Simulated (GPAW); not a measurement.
**Work function of H/Mo(110) at several levels**

How far do functional and basis move the work function of H/Mo(110)?

Method: GPAW, PAW setups; slab in vacuum, relaxation, in the first sound run; inputs show where later runs differ, in GPAW 26.7.0.

## 1. The structure

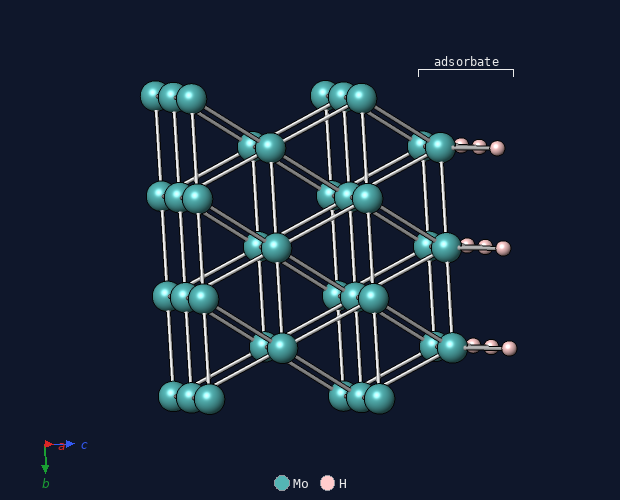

The starting structure, seen from the side, with the c axis across the page (molybdenum teal, hydrogen pink). 2×3×1 cells are drawn. Some periodic images of atoms are drawn too.

The cell holds 5 atoms: 4 Mo and 1 H. Its edges and angles: a = 2.728 Å, b = 2.728 Å, c = 21.932 Å, α = 90.0°, β = 90.0°, γ = 70.5°. Vacuum lies along c.

## 2. Relaxation

The atoms are relaxed first, since the surface dipole, and with it the work function, follows the positions of the outer layers. The lowest 2 atoms are held at bulk positions and keep their forces.

The input, run.py:

```python
import json
import numpy as np
from ase import Atoms
from ase.constraints import FixAtoms
from ase.optimize import BFGS
from gpaw import GPAW, PW

slab = Atoms(
    ['Mo', 'Mo', 'Mo', 'Mo', 'H'],
    positions=[
        [0.00000, 0.00000, 7.00000],
        [2.22739, -0.00000, 9.22739],
        [0.00000, 0.00000, 11.45477],
        [2.22739, -0.00000, 13.68216],
        [1.11369, 0.78750, 14.93197]],
    cell=[[2.22739, -1.575, 0.0], [2.22739, 1.575, 0.0], [0.0, 0.0, 21.93197]],
    pbc=[True, True, False])

slab.calc = GPAW(mode=PW(500), xc='PBE', kpts={'size': (12, 12, 1), 'gamma': True},
                 occupations={'name': 'fermi-dirac', 'width': 0.1}, nbands='160%',
                 convergence={'density': 1e-05}, maxiter=200,
                 poissonsolver={'dipolelayer': 'xy'},
                 symmetry={'tolerance': 1e-3, 'extra_ids': [1, 1, 0, 0, 0]}, txt='slab.txt')
result = {}
slab.set_constraint(FixAtoms([0, 1]))
path = []
opt = BFGS(slab, maxstep=0.2)
opt.attach(lambda: path.append((slab.get_potential_energy(), slab.positions.tolist(), slab.get_forces().tolist())))
result['relaxed'] = bool(opt.run(fmax=0.03, steps=40))
result['path'] = path
energy = slab.get_potential_energy()
fermi = slab.calc.get_fermi_level()
v = slab.calc.get_electrostatic_potential().mean((0, 1)) - fermi
n = slab.calc.get_pseudo_density().mean((0, 1))
L = slab.cell[2, 2]
z = np.arange(len(v)) * L / len(v)
low, high = slab.positions[:, 2].min(), slab.positions[:, 2].max()
below, above = np.interp([low - 4.8, high + 4.8], z, v)
slopes = [np.interp(x, z, np.gradient(v, z)) for x in (low - 4.8, high + 4.8)]
eps = np.array([[slab.calc.get_eigenvalues(k, s) for k in range(len(slab.calc.get_ibz_k_points()))]
                for s in range(slab.calc.get_number_of_spins())]) - fermi
top, bottom = eps[eps < 0].max(), eps[eps > 0].min()
dipole = slab.get_dipole_moment()[2]
print(f'energy {energy:.4f} eV, Fermi level {fermi:.4f} eV, dipole {dipole:.5f} e A')
print(f'potential 4.8 A off the faces, from the Fermi level: lower {below:.4f} eV, upper {above:.4f} eV')
print(f'slope of the potential there: lower {slopes[0]:.5f}, upper {slopes[1]:.5f} eV/A')
print(f'nearest levels on the mesh: {top:.4f} and {bottom:.4f} eV')
print('magnetic moment', round(slab.get_magnetic_moment(), 3))
result.update(energy=energy, fermi=fermi, dipole=dipole, below=below, above=above, slopes=slopes, edges=[top, bottom],
              z=z.tolist(), v=v.tolist(), n=n.tolist(), positions=slab.positions.tolist(),
              forces=slab.get_forces(apply_constraint=False).tolist(), moments=slab.get_magnetic_moments().tolist())
json.dump(result, open('result.json', 'w'))
```

On the command line:

```
> OMP_NUM_THREADS=1 OPENBLAS_NUM_THREADS=1 python run.py
```

Log:

```text
Step          Energy          fmax
BFGS:    0      -46.551357        0.581962
BFGS:    1      -46.558155        0.401739
BFGS:    2      -46.564594        0.060072
BFGS:    3      -46.564689        0.052850
BFGS:    4      -46.564989        0.019197
energy -46.5143 eV, Fermi level 2.7618 eV, dipole -0.02136 e A
potential 4.8 A off the faces, from the Fermi level: lower 4.6244 eV, upper 5.1756 eV
slope of the potential there: lower -0.00178, upper 0.00010 eV/A
nearest levels on the mesh: -0.0026 and 0.0036 eV
magnetic moment 0.0
```

Wall time 24 min (1 thread of Arm Neoverse V1, shared host); peak memory 0.45 GiB.

The steps of the relaxation:

```csv
step,energy less that of the first step (eV),largest force (eV/Å)
1,0.0000,0.5820
2,-0.0068,0.4017
3,-0.0132,0.0601
4,-0.0133,0.0529
5,-0.0136,0.0192
```

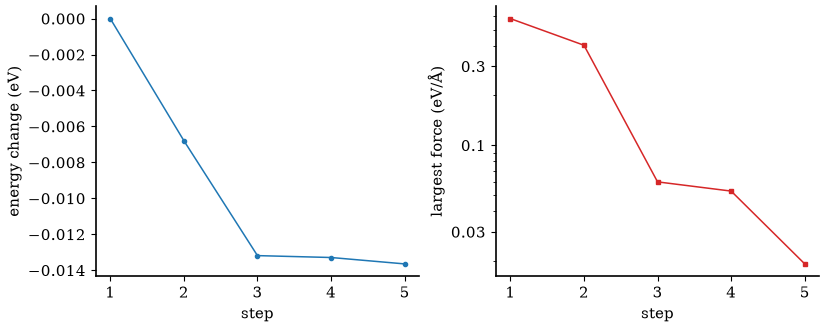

Energy and largest force along the relaxation.

The atoms that moved most (Å):

```csv
atom,dx,dy,dz,length
Mo4,0.000,0.000,-0.027,0.027
H5,0.000,0.000,0.026,0.026
Mo3,0.000,0.000,0.007,0.007
```

The relaxed structure:

```cif
data_structure
_symmetry_space_group_name_H-M 'P 1'
_symmetry_Int_Tables_number 1
_cell_length_a 2.7280
_cell_length_b 2.7280
_cell_length_c 21.9320
_cell_angle_alpha 90.000
_cell_angle_beta 90.000
_cell_angle_gamma 70.529
_cell_volume 153.88
loop_
_atom_site_label
_atom_site_type_symbol
_atom_site_fract_x
_atom_site_fract_y
_atom_site_fract_z
_atom_site_occupancy
Mo1 Mo 0.00000 0.00000 0.31917 1
Mo2 Mo 0.50000 0.50000 0.42073 1
Mo3 Mo 0.00000 0.00000 0.52261 1
Mo4 Mo 0.50000 0.50000 0.62262 1
H5 H 0.00000 0.50000 0.68201 1
```

Numbers from this step:

* dipole along the normal: -0.02136 e·Å
* levels nearest the Fermi level on the mesh: -0.002649, 0.003569 eV from the Fermi level
* upper work function: 5.176 eV
* lower work function: 4.624 eV

The electrostatic potential energy of an electron (without an applied field's), less the Fermi level, planar mean oscillates, so the rows of the table below give means over windows of 2 Å about each position, cut where the curve ends. Its maxima inside the range that stand out by 2 % of the span (Å: eV): 8.1: -2.10, 10.3: -2.18, 12.5: -2.36. Its minima: 7.0: -28.0, 9.2: -28.6, 11.4: -28.4, 13.6: -28.2.

Table of electrostatic potential energy of an electron (without an applied field's), less the Fermi level, planar mean by z; means over each step:

```csv
z (Å),"electrostatic potential energy of an electron (without an applied field's), less the Fermi level, planar mean (eV)"
0,4.68
2,4.62
4,4.51
6,-5.98
8,-11.9
10,-12.8
12,-13.9
14,-14.1
16,4.11
18,5.17
20,5.18
```

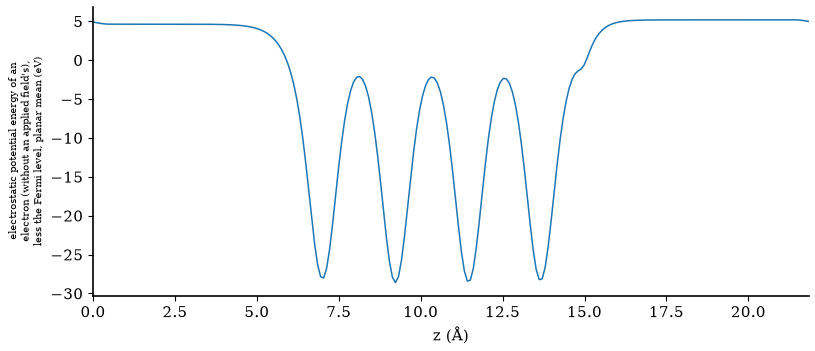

Electrostatic potential energy of an electron (without an applied field's), less the Fermi level, planar mean against z.

The pseudo valence density, planar mean oscillates, so the rows of the table below give means over windows of 2.19 Å about each position, cut where the curve ends. Its maxima inside the range that stand out by 2 % of the span (Å: e/Å³): 6.9: 1.98, 9.1: 1.91, 11.5: 1.96, 13.7: 1.97. Its minima: 8.0: 0.325, 10.4: 0.319, 12.6: 0.338.

Table of pseudo valence density, planar mean by z; means over each step:

```csv
z (Å),"pseudo valence density, planar mean (e/Å³)"
1.09,3.9e-6
3.29,7.9e-4
5.48,0.153
7.67,0.897
9.86,0.894
12.05,0.910
14.24,0.835
16.43,0.0190
18.62,2.5e-5
```

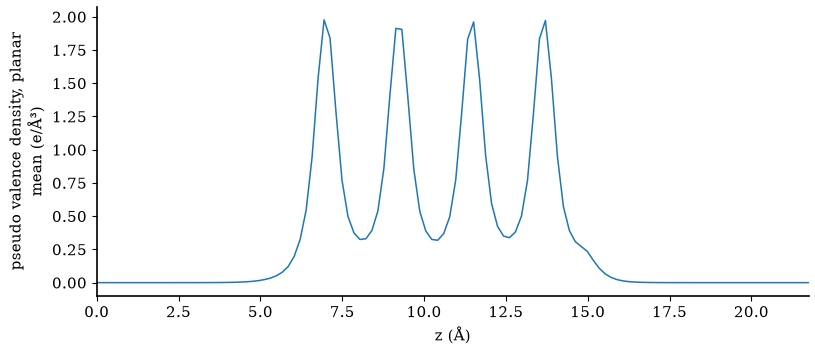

Pseudo valence density, planar mean, plotted against z.

The relaxation lowered the energy of the cell by 0.0136 eV (energies extrapolated to zero smearing; the optimiser's log prints free energies). The largest force left on a free atom is 0.019 eV/Å.

## 3. The slab's potential

With the geometry fixed, the planar mean of the potential gives the vacuum level on each side.

This step: GPAW, PAW setups; slab in vacuum (GPAW 26.7.0).

run.py: that of step 2 with these lines changed.

```diff
@@ -3,4 +3,2 @@
 from ase import Atoms
-from ase.constraints import FixAtoms
-from ase.optimize import BFGS
 from gpaw import GPAW, PW
@@ -12,5 +10,5 @@
         [2.22739, -0.00000, 9.22739],
-        [0.00000, 0.00000, 11.45477],
-        [2.22739, -0.00000, 13.68216],
-        [1.11369, 0.78750, 14.93197]],
+        [0.00000, 0.00000, 11.46195],
+        [2.22739, -0.00000, 13.65528],
+        [1.11369, 0.78750, 14.95790]],
     cell=[[2.22739, -1.575, 0.0], [2.22739, 1.575, 0.0], [0.0, 0.0, 21.93197]],
@@ -22,10 +20,4 @@
                  poissonsolver={'dipolelayer': 'xy'},
-                 symmetry={'tolerance': 1e-3, 'extra_ids': [1, 1, 0, 0, 0]}, txt='slab.txt')
+                 symmetry={'tolerance': 1e-3}, txt='slab.txt')
 result = {}
-slab.set_constraint(FixAtoms([0, 1]))
-path = []
-opt = BFGS(slab, maxstep=0.2)
-opt.attach(lambda: path.append((slab.get_potential_energy(), slab.positions.tolist(), slab.get_forces().tolist())))
-result['relaxed'] = bool(opt.run(fmax=0.03, steps=40))
-result['path'] = path
 energy = slab.get_potential_energy()
```

Log:

```text
energy -46.5143 eV, Fermi level 2.7618 eV, dipole -0.02137 e A
potential 4.8 A off the faces, from the Fermi level: lower 4.6246 eV, upper 5.1755 eV
slope of the potential there: lower -0.00178, upper 0.00009 eV/A
nearest levels on the mesh: -0.0027 and 0.0036 eV
magnetic moment 0.0
```

Elapsed: 7.2 min, on 1 thread; peak memory 0.44 GiB.

This step gave:

| Property | Result |
| --- | --- |
| dipole along the normal | -0.02137 e·Å |
| levels nearest the Fermi level on the mesh | -0.002659, 0.003567 eV from the Fermi level |
| upper work function | 5.175 eV |
| lower work function | 4.625 eV |

The electrostatic potential energy of an electron (without an applied field's), less the Fermi level, planar mean oscillates, so the rows of the table below give means over windows of 2 Å about each position, cut where the curve ends. Its maxima inside the range that stand out by 2 % of the span (Å: eV): 8.1: -2.10, 10.3: -2.18, 12.5: -2.36. Its minima: 7.0: -28.0, 9.2: -28.6, 11.4: -28.4, 13.6: -28.2.

Electrostatic potential energy of an electron (without an applied field's), less the Fermi level, planar mean against z; means over each step:

```csv
z (Å),"electrostatic potential energy of an electron (without an applied field's), less the Fermi level, planar mean (eV)"
0,4.68
2,4.62
4,4.51
6,-5.98
8,-11.9
10,-12.8
12,-13.9
14,-14.1
16,4.11
18,5.17
20,5.18
```

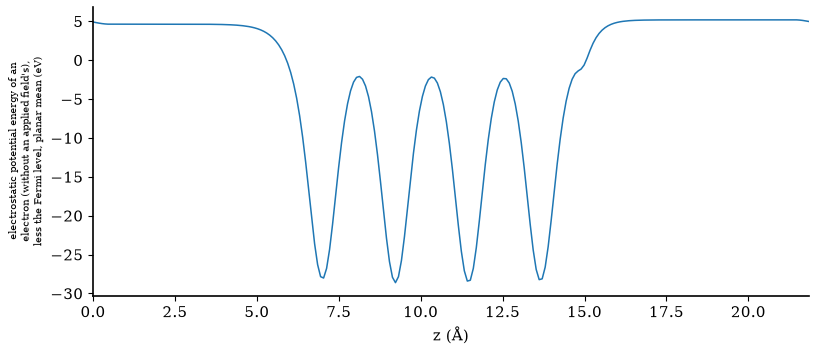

Electrostatic potential energy of an electron (without an applied field's), less the Fermi level, planar mean against z.

The pseudo valence density, planar mean oscillates, so the rows of the table below give means over windows of 2.19 Å about each position, cut where the curve ends. Its maxima inside the range that stand out by 2 % of the span (Å: e/Å³): 6.9: 1.98, 9.1: 1.91, 11.5: 1.96, 13.7: 1.97. Its minima: 8.0: 0.325, 10.4: 0.319, 12.6: 0.338.

Table of pseudo valence density, planar mean by z; means over each step:

```csv
z (Å),"pseudo valence density, planar mean (e/Å³)"
1.09,3.9e-6
3.29,7.9e-4
5.48,0.153
7.67,0.897
9.86,0.894
12.05,0.910
14.24,0.835
16.43,0.0190
18.62,2.5e-5
```

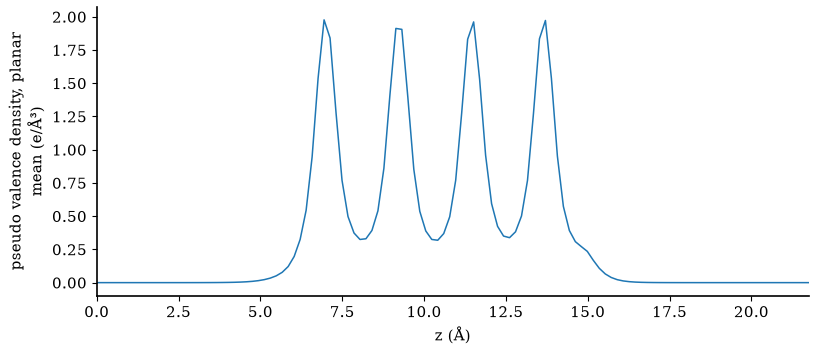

Pseudo valence density, planar mean, plotted against z.

Force by atom:

```csv
atom,x (eV/Å),y (eV/Å),z (eV/Å),size
Mo1,0.000,0.000,0.520,0.520
Mo2,0.000,0.000,-0.567,0.567
Mo3,0.000,0.000,0.014,0.014
Mo4,0.000,0.000,0.019,0.019
H5,0.000,0.000,0.014,0.014
```

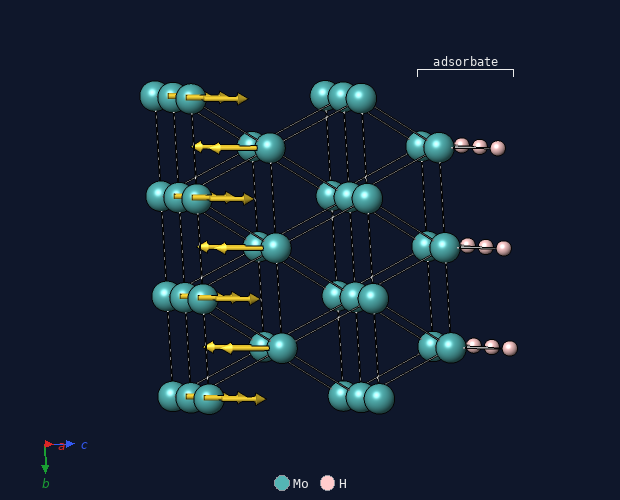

Force as arrows, the longest 0.567 eV/Å. 2×3×1 cells are drawn. Some periodic images of atoms are drawn too.

The potential is flat to 0.002 eV/Å where it is read, so the vacuum is wide enough.

## 4. OptPBE vdW: xc = "optPBE-vdW"

The same geometry under optPBE-vdW, to see how far the functional moves the levels against the vacuum (the van der Waals functionals take revPBE setups).

run.py: that of step 3 with these lines changed.

```diff
@@ -16,3 +16,3 @@
 
-slab.calc = GPAW(mode=PW(500), xc='PBE', kpts={'size': (12, 12, 1), 'gamma': True},
+slab.calc = GPAW(mode=PW(500), xc='optPBE-vdW', kpts={'size': (12, 12, 1), 'gamma': True},
                  occupations={'name': 'fermi-dirac', 'width': 0.1}, nbands='160%',
```

Log:

```text
energy -100.3336 eV, Fermi level 2.6483 eV, dipole -0.02277 e A
potential 4.8 A off the faces, from the Fermi level: lower 4.8003 eV, upper 5.3877 eV
slope of the potential there: lower -0.00285, upper 0.00009 eV/A
nearest levels on the mesh: -0.0069 and 0.0144 eV
magnetic moment 0.0
```

Run time: 8 min. Hardware: 1 thread; peak memory 0.58 GiB.

This step gave:

* dipole along the normal: -0.02277 e·Å
* levels nearest the Fermi level on the mesh: -0.006890, 0.01441 eV from the Fermi level
* upper work function: 5.388 eV
* lower work function: 4.800 eV

The electrostatic potential energy of an electron (without an applied field's), less the Fermi level, planar mean oscillates, so the rows of the table below give means over windows of 2 Å about each position, cut where the curve ends. Its maxima inside the range that stand out by 2 % of the span (Å: eV): 8.1: -2.17, 10.3: -2.24, 12.5: -2.43. Its minima: 7.0: -27.9, 9.2: -28.5, 11.4: -28.3, 13.6: -28.1.

The electrostatic potential energy of an electron (without an applied field's), less the Fermi level, planar mean by z; means over each step:

```csv
z (Å),"electrostatic potential energy of an electron (without an applied field's), less the Fermi level, planar mean (eV)"
0,4.86
2,4.80
4,4.66
6,-5.92
8,-11.9
10,-12.8
12,-13.9
14,-14.0
16,4.27
18,5.38
20,5.39
```

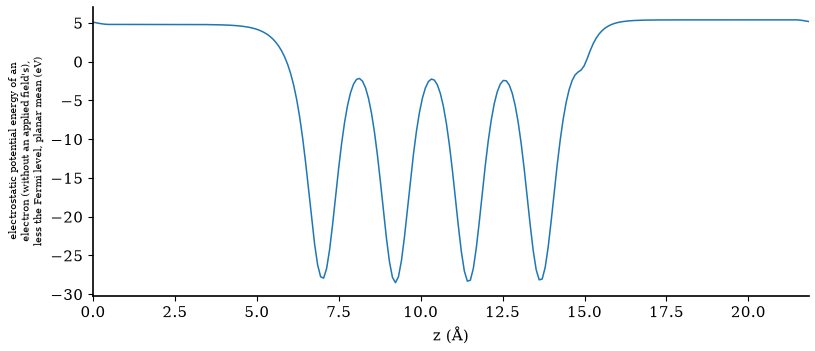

Electrostatic potential energy of an electron (without an applied field's), less the Fermi level, planar mean against z.

The pseudo valence density, planar mean oscillates, so the rows of the table below give means over windows of 2.19 Å about each position, cut where the curve ends. Its maxima inside the range that stand out by 2 % of the span (Å: e/Å³): 6.9: 1.98, 9.1: 1.92, 11.5: 1.97, 13.7: 1.98. Its minima: 8.0: 0.321, 10.4: 0.315, 12.6: 0.335.

The pseudo valence density, planar mean by z; means over each step:

```csv
z (Å),"pseudo valence density, planar mean (e/Å³)"
1.09,6.5e-6
3.29,9.0e-4
5.48,0.153
7.67,0.897
9.86,0.894
12.05,0.910
14.24,0.835
16.43,0.0192
18.62,3.4e-5
```

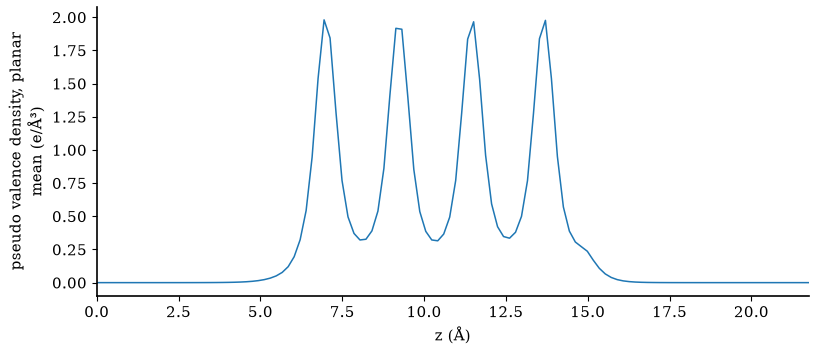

Pseudo valence density, planar mean against z.

Force by atom:

```csv
atom,x (eV/Å),y (eV/Å),z (eV/Å),size
Mo1,0.000,0.000,0.269,0.269
Mo2,0.000,0.000,-0.552,0.552
Mo3,0.000,0.000,0.013,0.013
Mo4,0.000,0.000,0.141,0.141
H5,0.000,0.000,0.128,0.128
```

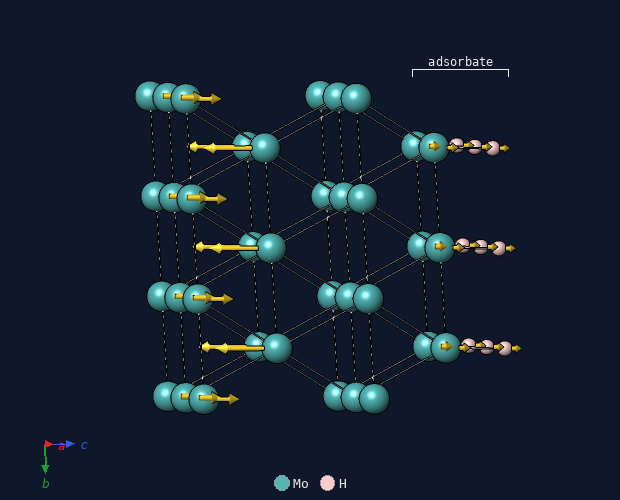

Force as arrows, the longest 0.552 eV/Å. 2×3×1 cells are drawn. Some periodic images of atoms are drawn too.

The upper face's work function is 5.388 eV, against 5.175 eV in the first plane-wave PBE run at this geometry.

## 5. Self-consistent run: xc = "revPBE"

The same geometry under revPBE, to see how far the functional moves the levels against the vacuum.

run.py: that of step 4 with these lines changed.

```diff
@@ -16,3 +16,3 @@
 
-slab.calc = GPAW(mode=PW(500), xc='optPBE-vdW', kpts={'size': (12, 12, 1), 'gamma': True},
+slab.calc = GPAW(mode=PW(500), xc='revPBE', kpts={'size': (12, 12, 1), 'gamma': True},
                  occupations={'name': 'fermi-dirac', 'width': 0.1}, nbands='160%',
```

Log:

```text
energy -44.7005 eV, Fermi level 2.8427 eV, dipole -0.02278 e A
potential 4.8 A off the faces, from the Fermi level: lower 4.4973 eV, upper 5.0847 eV
slope of the potential there: lower -0.00191, upper 0.00008 eV/A
nearest levels on the mesh: -0.0021 and 0.0037 eV
magnetic moment 0.0
```

The job ended after 7.6 min (1 thread; peak memory 0.44 GiB).

This step gave:

```
dipole along the normal                    : -0.02278 e·Å
levels nearest the Fermi level on the mesh : -0.002051, 0.003693 eV from the Fermi level
upper work function                        : 5.085 eV
lower work function                        : 4.497 eV
```

The upper face's work function is 5.085 eV, against 5.175 eV in the first plane-wave PBE run at this geometry.

## 6. Self-consistent run: xc = "LDA"

The same geometry under LDA, to see how far the functional moves the levels against the vacuum.

run.py: that of step 5 with these lines changed.

```diff
@@ -16,3 +16,3 @@
 
-slab.calc = GPAW(mode=PW(500), xc='revPBE', kpts={'size': (12, 12, 1), 'gamma': True},
+slab.calc = GPAW(mode=PW(500), xc='LDA', kpts={'size': (12, 12, 1), 'gamma': True},
                  occupations={'name': 'fermi-dirac', 'width': 0.1}, nbands='160%',
```

Log:

```text
energy -51.3205 eV, Fermi level 2.5073 eV, dipole -0.01824 e A
potential 4.8 A off the faces, from the Fermi level: lower 4.9197 eV, upper 5.3898 eV
slope of the potential there: lower -0.00148, upper 0.00010 eV/A
nearest levels on the mesh: -0.0013 and 0.0170 eV
magnetic moment 0.0
```

Run time: 7.6 min. Hardware: 1 thread; peak memory 0.44 GiB.

This step gave:

- dipole along the normal: -0.01824 e·Å
- levels nearest the Fermi level on the mesh: -0.001273, 0.01696 eV from the Fermi level
- upper work function: 5.390 eV
- lower work function: 4.920 eV

The upper face's work function is 5.390 eV, against 5.175 eV in the first plane-wave PBE run at this geometry.

(Part 1 of 2 ends here.)

[Logs are printed without paths, hosts, clocks, repeated set-up lines and the standing remarks that a program may print on its own settings, such as how far it seeks lower states.]

[Hosts, paths, dates, database ids (printed as entryN), source tags and the programs' standing remarks are cut or masked in the printed files.]
